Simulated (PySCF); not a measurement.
**triplet ClF at 6 levels**

Aim: a comparison of 6 runs (UHF/STO-3G, UB3LYP/6-31G*, U-revPBE/cc-pVTZ, UCAM-B3LYP/cc-pVTZ, UPBE0/cc-pVTZ, USCS-MP2/cc-pVTZ) of triplet ClF. 

The results are computed with PySCF 2.14.0.

3 further runs of the same task are left out: 3 set aside as unsound or not needed. Runs told in other sessions of the task aren't counted.

## 1. The structure to begin with

The species is ClF (2 atoms), meant as a triplet with charge 0. As SMILES of the parent species, `FCl`. The coordinates come from a GFN2-xTB relaxation. That shape belongs to the parent species and isn't relaxed for this state.

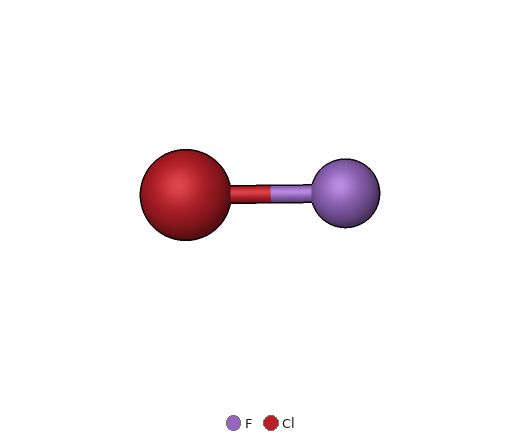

The structure, seen from a chosen angle (fluorine purple, chlorine red).

## 2. The energy at UHF/STO-3G (run 1)

input.py reads:

```python
from pyscf import gto, scf

molecule = gto.M(
    atom=[
    ('F', (0.000000, 0.000000, 0.000000)),
    ('Cl', (0.000000, 0.000000, 1.682250)),
],
    spin=2,
    max_memory=1860,
    basis='sto-3g',
    verbose=3,
)

hf = scf.UHF(molecule)
hf.conv_tol = 1e-10
hf.kernel()
if not hf.converged:
    hf = hf.newton().run(hf.mo_coeff, hf.mo_occ)

energy = hf.e_tot
print(f'total energy: {energy:.8f} hartree')
```

On the command line:

```
$ OMP_NUM_THREADS=1 python input.py
```

What it wrote:

```text
SCF not converged.
SCF energy = -552.385237390552 after 50 cycles  <S^2> = 2  2S+1 = 3
converged SCF energy = -552.420734489655  <S^2> = 2  2S+1 = 3
total energy: -552.42073449 hartree
```

It took 0.83 s on 1 thread of Arm Neoverse V2, shared host; peak memory 0.12 GiB.

## 3. The energy at UB3LYP/6-31G(d) (spherical functions) (run 2)

input.py reads:

```python
from pyscf import gto, dft

system = gto.M(
    atom='''
F      0.000000     0.000000     0.000000
Cl     0.000000     0.000000     1.682250
''',
    max_memory=1860,
    verbose=3,
    charge=0,
    basis='6-31g*',
    spin=2,
)

mf = dft.UKS(system, xc='b3lyp')
mf.conv_tol = 1e-10
mf.grids.level = 5
mf.kernel()
if not mf.converged:
    mf = mf.newton().run(mf.mo_coeff, mf.mo_occ)

e_final = mf.e_tot
print('E = %.10f Eh' % e_final)
```

On the command line:

```
$ OMP_NUM_THREADS=1 python input.py
```

What it wrote:

```text
WARN: HOMO -0.187162067022983 >= LUMO -0.339337571555898

WARN: HOMO -0.146857514784781 >= LUMO -0.159443031730352

WARN: HOMO -0.220135690056887 >= LUMO -0.232471044054438

WARN: HOMO -0.227477764153557 >= LUMO -0.231693449716843

WARN: HOMO -0.226089549196757 >= LUMO -0.228094651682588

WARN: HOMO -0.226603439756439 >= LUMO -0.228310494543224

WARN: HOMO -0.226670008059365 >= LUMO -0.228373560208351

WARN: HOMO -0.226638934344799 >= LUMO -0.228340766886654

WARN: HOMO -0.226652810353202 >= LUMO -0.228351225942119

WARN: HOMO -0.226653871829058 >= LUMO -0.228351316062531

WARN: HOMO -0.226654150023414 >= LUMO -0.228351380979768

WARN: HOMO -0.226654166510762 >= LUMO -0.228351384953019

converged SCF energy = -559.835917650701  <S^2> = 2.0040522  2S+1 = 3.0027003
E = -559.8359176507 Eh
```

It took 3.6 s on 1 thread of Arm Neoverse V2, shared host; peak memory 0.22 GiB.

Runs 3 to 5 aren't shown in full; the table further down has their settings and results.

## 4. The energy at USCS-MP2/cc-pVTZ (run 6)

calc.py reads:

```python
from pyscf import gto, mp

molecule = gto.M(
    atom=[
    ('F', (0.000000, 0.000000, 0.000000)),
    ('Cl', (0.000000, 0.000000, 1.682250)),
],
    spin=2,
    max_memory=1860,
    verbose=4,
    basis='cc-pvtz',
)

mf = molecule.UHF()
mf.conv_tol = 1e-10
mf.kernel()
if not mf.converged:
    mf = mf.newton().run(mf.mo_coeff, mf.mo_occ)

pt = mp.MP2(mf, frozen=6).run()
e_tot = mf.e_tot + 1.2 * pt.e_corr_os + pt.e_corr_ss / 3
print(f'total energy: {e_tot:.8f} hartree')
```

On the command line:

```
$ OMP_NUM_THREADS=1 python calc.py
```

What it wrote:

```text
PySCF version 2.14.0

[INPUT] num. atoms = 2
[INPUT] num. electrons = 26
[INPUT] charge = 0
[INPUT] spin (= nelec alpha-beta = 2S) = 2
[INPUT] symmetry False subgroup None
[INPUT] Mole.unit = angstrom
[INPUT] Symbol           X                Y                Z      unit          X                Y                Z       unit  Magmom
[INPUT]  1 F      0.000000000000   0.000000000000   0.000000000000 AA    0.000000000000   0.000000000000   0.000000000000 Bohr   0.0
[INPUT]  2 Cl     0.000000000000   0.000000000000   1.682250000000 AA    0.000000000000   0.000000000000   3.178991773050 Bohr   0.0

nuclear repulsion = 48.1284667978957
number of shells = 18
number of NR pGTOs = 101
number of NR cGTOs = 64
basis = cc-pvtz
ecp = {}

[... 19 lines left out ...]
WARN: beta  nocc = 12  HOMO -0.399887170643932 >= LUMO -0.399887170643903
[... 1 line left out ...]
WARN: HOMO -0.172946824520581 >= LUMO -0.399887170643903
[... 54 lines left out ...]
converged SCF energy = -558.806260541886  <S^2> = 2.023626  2S+1 = 3.0157095
[... 1 line left out ...]
******** <class 'pyscf.mp.ump2.UMP2'> ********
nocc = (np.int64(8), np.int64(6)), nmo = (58, 58)
frozen orbitals 6
E(UMP2) = -559.227346133976  E_corr = -0.421085592089678
E(SCS-UMP2) = -559.213591253684  E_corr = -0.40733071179711
E_corr(same-spin) = -0.113044613896734
E_corr(oppo-spin) = -0.308040978192943
total energy: -559.21359125 hartree
```

Run time: 1.2 s. Hardware: 1 thread of Arm Neoverse V2, shared host; peak memory 0.14 GiB.

## 5. All runs side by side

```
run                                level  integration grid  frozen core orbitals  energy (Eh)  dipole moment (D) of the reference  HOMO energy (eV)  LUMO energy (eV)  wall time
  1                           UHF/STO-3G                 –                     –  -552.420734                                2.19             -7.83              5.30     0.83 s
  2  UB3LYP/6-31G* (spherical functions)                 5                     –  -559.835918                                0.77             -6.17                 –      3.6 s
  3                     U-revPBE/cc-pVTZ                 5                     –  -559.805894                                0.77             -5.05                 –      6.6 s
  4                   UCAM-B3LYP/cc-pVTZ                 5                     –  -559.905259                                1.16             -8.22             -4.96       11 s
  5                        UPBE0/cc-pVTZ                 5                     –  -559.667643                                1.07             -6.81             -6.14      7.2 s
  6                     USCS-MP2/cc-pVTZ                 –                     6  -559.213591                                1.76            -11.06             -1.25      1.2 s
```

## 6. What came out

```
                                                         quantity          value
                                              run 6: total energy  -559.21359 Eh
                      run 6: dipole moment (Hartree–Fock density)         1.76 D
run 6: HOMO energy (Hartree–Fock orbitals) (highest over α and β)      -11.06 eV
 run 6: LUMO energy (Hartree–Fock orbitals) (lowest over α and β)       -1.25 eV
               run 6: correlation energy (6 core orbitals frozen)     -407.3 mEh
                         run 6: ⟨S²⟩ of the reference determinant          2.024
```

What this shows: Over runs 1, 2, 3, 4, 5 the dipole moment (its size) runs from 0.77 D (UB3LYP/6-31G*) to 2.19 D (UHF/STO-3G). The two ends differ in method and basis. The two dipoles point in opposite directions. Totals of different functionals can't be ranked against each other. In run 1 the basis is minimal, so the values are rough. All runs together took 30 s, the longest 11 s.
